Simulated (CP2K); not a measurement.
# PM6 run of C2H5Ge2 (SMILES [GeH2][C]#[C][GeH3])

Aim: the vertical electron affinity of C2H5Ge2 at PM6, from 2 runs. 

The results are computed with CP2K 2026.2.

3 further runs of the same task are left out: 3 that didn't finish.

### Step 1. Starting point

The species is C2H5Ge2 (9 atoms), meant as a doublet with charge 0. As SMILES, `[GeH2][C]#[C][GeH3]`. The shape comes from a force field and isn't a relaxed structure.

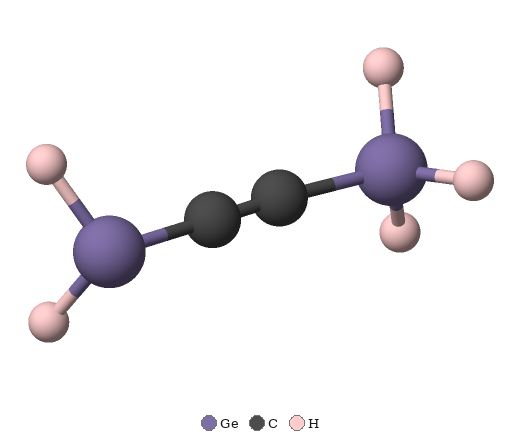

The structure, seen from a chosen angle (germanium purple, carbon dark grey, hydrogen pink).

### Step 2. Energy and gradient at PM6

File molecule.xyz:

```xyz
9

Ge    -0.038700     2.403800    -1.408200
C      0.070600     0.806300    -0.487600
C      0.143900    -0.232700     0.093400
Ge     0.411600    -1.863200     1.036900
H     -0.983700     2.237800    -2.684000
H     -0.728000     3.525500    -0.490400
H      1.819600    -2.391600     0.925800
H     -0.597000    -2.896100     0.420900
H     -0.009700    -1.636200     2.576100
```

File qs.inp:

```
&FORCE_EVAL
 METHOD Quickstep
 &DFT
  MULTIPLICITY 2
  SPIN_POLARIZED T
  &QS
   METHOD PM6
   EPS_DEFAULT 1.0E-10
   &SE
    &COULOMB
     CUTOFF [angstrom] 50
     RC_RANGE [angstrom] 0
    &END
    &EXCHANGE
     CUTOFF [angstrom] 50
     RC_RANGE [angstrom] 0
    &END
   &END
  &END
  &POISSON
   PERIODIC NONE
   POISSON_SOLVER ANALYTIC
  &END
  &SCF
   SCF_GUESS ATOMIC
   EPS_SCF 1.0E-07
   MAX_SCF 100
   ADDED_MOS 2
   &DIAGONALIZATION
    ALGORITHM STANDARD
   &END
   &MIXING
    METHOD DIRECT_P_MIXING
    ALPHA 0.4
   &END
  &END
  &PRINT
   &MOMENTS
    PERIODIC F
    REFERENCE COM
    MAX_MOMENT 1
   &END
   &MO ON
    ENERGIES T
    OCCUPATION_NUMBERS T
    NDIGITS 6
    &EACH
     QS_SCF 0
    &END
    ADD_LAST NUMERIC
   &END
   &HIRSHFELD OFF
   &END
  &END
 &END
 &SUBSYS
  &CELL
   ABC 10.8 14.4 13.3
   PERIODIC NONE
  &END
  &TOPOLOGY
   COORD_FILE_NAME molecule.xyz
   COORD_FILE_FORMAT XYZ
   &CENTER_COORDINATES
   &END
  &END
 &END
 &PRINT
  &FORCES ON
  &END
 &END
&END
&GLOBAL
 PROJECT_NAME qs
 RUN_TYPE ENERGY_FORCE
 PRINT_LEVEL MEDIUM
&END
```

Run with:

```console
$ OMP_NUM_THREADS=1 cp2k.psmp qs.inp > qs.out
```

Log:

```text
CP2K| version string:                                       CP2K version 2026.2
[...]
 GLOBAL| Method name                                                        CP2K
[...]
 GLOBAL| Run type                                                   ENERGY_FORCE
[...]
                             - Atoms:                                          9
[...]
                             - Spherical basis functions:                     21
[...]
 Number of electrons:                                                         11
[...]
     1 P_Mix/Diag. 0.40E+00    0.0     0.45433703       -12.2653016479 -1.23E+01
[...]
    30 DIIS/Diag.  0.10E-06    0.0     0.00000009       -17.2564244620 -4.97E-14
  *** SCF run converged in    30 steps ***
  Core-core repulsion energy [eV]:                            933.14885829896548
  Core Hamiltonian energy [eV]:                              -719.32666572124867
  Two-electron integral energy [eV]:                        -1366.78676521050056
  Electronic energy [eV]:                                   -1402.72004832649895
  Total energy [eV]:                                         -469.57119002753353
  Atomic reference energy [eV]:                               473.86308631689474
  Heat of formation [kcal/mol]:                                98.97348751201464
[...]
 SE_DIPOLE| Moment [Debye]          0.91482333       0.71972465      -0.58583165
 SE_DIPOLE| Derivative [a.u.]       0.00000000       0.00000000       0.00000000
 ENERGY| Total FORCE_EVAL ( QS ) energy [hartree]            -17.256424462014095
 FORCES| Atomic forces [hartree/bohr]
 FORCES|   Atom     x               y               z               |f|
 FORCES|      1 -5.19345307E-02  1.49448048E-03  7.28878312E-03   5.24648007E-02
 FORCES|      2  3.24210065E-04  4.32809669E-02 -2.57505452E-02   5.03630597E-02
 FORCES|      3  1.32014167E-02 -5.03062661E-02  3.03882258E-02   6.02365510E-02
 FORCES|      4 -2.94401383E-02  9.77138685E-03  9.94979331E-03   3.25760668E-02
 FORCES|      5  2.48060007E-02  1.82436295E-03  1.75941253E-02   3.04666903E-02
 FORCES|      6  2.19669374E-02 -1.85197251E-02 -1.54473250E-02   3.26212570E-02
 FORCES|      7  3.85709427E-03  3.27302982E-03 -1.75187536E-03   5.35340710E-03
 FORCES|      8  9.18662284E-03  1.04718454E-02  4.89396332E-03   1.47649742E-02
 FORCES|      9  8.03238703E-03 -1.29008109E-03 -2.71651453E-02   2.83571626E-02
 FORCES| Sum     6.93889390E-17 -7.49400542E-16  4.02455846E-16
 FORCES| Total atomic force                                       8.53455743E-16
[...]
```

Run time: 0.55 s. Hardware: 1 thread of Arm Neoverse N1, shared host; peak memory 0.14 GiB.

### Step 3. The singlet anion, same level

molecule.xyz is that of step 2.

File molecule.inp:

```
&GLOBAL
  PROJECT molecule
  RUN_TYPE ENERGY_FORCE
  PRINT_LEVEL MEDIUM
&END GLOBAL

&FORCE_EVAL
  METHOD QS
  &DFT
    CHARGE -1
    MULTIPLICITY 1
    ! Quickstep
    &QS
      METHOD PM6
      EPS_DEFAULT 1.0E-10
      &SE
        &COULOMB
          CUTOFF [angstrom] 50
          RC_RANGE [angstrom] 0
        &END COULOMB
        &EXCHANGE
          CUTOFF [angstrom] 50
          RC_RANGE [angstrom] 0
        &END EXCHANGE
      &END SE
    &END QS
    &POISSON
      PERIODIC NONE
      POISSON_SOLVER ANALYTIC
    &END POISSON
    &SCF
      SCF_GUESS ATOMIC
      EPS_SCF 1.0E-07
      MAX_SCF 50
      &OT ON
        MINIMIZER DIIS
        PRECONDITIONER FULL_SINGLE_INVERSE
      &END OT
      &OUTER_SCF
        EPS_SCF 1.0E-07
        MAX_SCF 5
      &END OUTER_SCF
    &END SCF
    ! extra output
    &PRINT
      &MOMENTS
        PERIODIC F
        REFERENCE COM
        MAX_MOMENT 1
      &END MOMENTS
      &MO_CUBES
        NLUMO 5
        NHOMO -1
        WRITE_CUBE F
      &END MO_CUBES
      &HIRSHFELD OFF
      &END HIRSHFELD
    &END PRINT
  &END DFT
  ! structure
  &SUBSYS
    &CELL
      ABC [angstrom] 10.8 14.4 13.3
      PERIODIC NONE
    &END CELL
    &TOPOLOGY
      COORD_FILE_NAME molecule.xyz
      COORD_FILE_FORMAT XYZ
      &CENTER_COORDINATES
      &END CENTER_COORDINATES
    &END TOPOLOGY
  &END SUBSYS
  &PRINT
    &FORCES ON
    &END FORCES
  &END PRINT
&END FORCE_EVAL
```

Run with:

```console
$ OMP_NUM_THREADS=1 cp2k.psmp -i molecule.inp > molecule.out 2>&1
```

Log:

```text
CP2K| version string:                                       CP2K version 2026.2
[...]
 GLOBAL| Method name                                                        CP2K
[...]
 GLOBAL| Run type                                                   ENERGY_FORCE
[...]
                             - Atoms:                                          9
[...]
                             - Spherical basis functions:                     21
[...]
 Number of electrons:                                                         22
[...]
     1 OT DIIS     0.80E-01    0.0     0.28642776       -13.9317412286 -1.39E+01
[...]
    13 OT DIIS     0.80E-01    0.0     0.00000006       -17.3448608422 -1.19E-12
  *** SCF run converged in    13 steps ***
  Core-core repulsion energy [eV]:                            933.14885829896548
  Core Hamiltonian energy [eV]:                              -743.60331455469498
  Two-electron integral energy [eV]:                        -1323.04642011873443
  Electronic energy [eV]:                                   -1405.12652461406219
  Total energy [eV]:                                         -471.97766631509677
  Atomic reference energy [eV]:                               473.86308631689474
  Heat of formation [kcal/mol]:                                43.47882157949989
[...]
 SE_DIPOLE| Moment [Debye]          1.88966358       8.24127563      -5.10328638
 SE_DIPOLE| Derivative [a.u.]       0.00000000       0.00000000       0.00000000
 *** WARNING in qs_scf_post_se.F:140 :: Printing of MO cube files not ***
 *** implemented for Semi-Empirical method.                           ***
 ENERGY| Total FORCE_EVAL ( QS ) energy [hartree]            -17.344860842179632
 FORCES| Atomic forces [hartree/bohr]
 FORCES|   Atom     x               y               z               |f|
 FORCES|      1 -3.73112024E-02  8.76381485E-03  1.38700043E-03   3.83517150E-02
 FORCES|      2 -5.33479572E-03  4.56075060E-02 -2.63736880E-02   5.29535275E-02
 FORCES|      3  1.33169523E-02 -6.18704587E-02  3.71113166E-02   7.33658279E-02
 FORCES|      4 -2.97179995E-02  1.76239711E-02  5.33835792E-03   3.49608626E-02
 FORCES|      5  2.06307942E-02  1.11135244E-03  2.24974170E-02   3.05450249E-02
 FORCES|      6  1.71363389E-02 -2.26956094E-02 -1.64654211E-02   3.28611455E-02
 FORCES|      7  3.17130397E-03  2.74594479E-03 -1.17540161E-03   4.35648374E-03
 FORCES|      8  9.76201922E-03  1.05948164E-02  5.47244243E-03   1.54108656E-02
 FORCES|      9  8.34658900E-03 -1.88133757E-03 -2.77920237E-02   2.90792290E-02
 FORCES| Sum    -2.77555756E-17 -9.29811783E-16  2.08166817E-17
 FORCES| Total atomic force                                       9.30458843E-16
[...]
```

Run time: 1.2 s. Hardware: 1 thread of Arm Neoverse N1, shared host; peak memory 0.13 GiB.

### Step 4. What came out

Level: PM6.

| quantity | value |
| --- | --- |
| doublet C2H5Ge2: total energy | -17.25642 Eh |
| doublet C2H5Ge2: dipole moment | 1.30 D |
| doublet C2H5Ge2: HOMO energy (highest over α and β) | -8.11 eV |
| doublet C2H5Ge2: LUMO energy (lowest over α and β) | -2.03 eV |
| doublet C2H5Ge2: heat of formation at this unrelaxed shape | 99.0 kcal/mol |
| doublet C2H5Ge2: largest force on an atom | 3.097 eV/Å |
| singlet anion: total energy | -17.34486 Eh |
| singlet anion: heat of formation at this unrelaxed shape | 43.5 kcal/mol |
| singlet anion: largest force on an atom | 3.773 eV/Å |
| vertical electron affinity (to the singlet anion) | 2.406 eV |

What this shows: At fixed nuclei the extra electron is bound by 2.41 eV (232 kJ/mol). The largest force (doublet C2H5Ge2) is 3.10 eV/Å: the shape isn't a stationary point for this species at this level. A minimal valence basis can't be trusted even for the sign of an electron affinity.
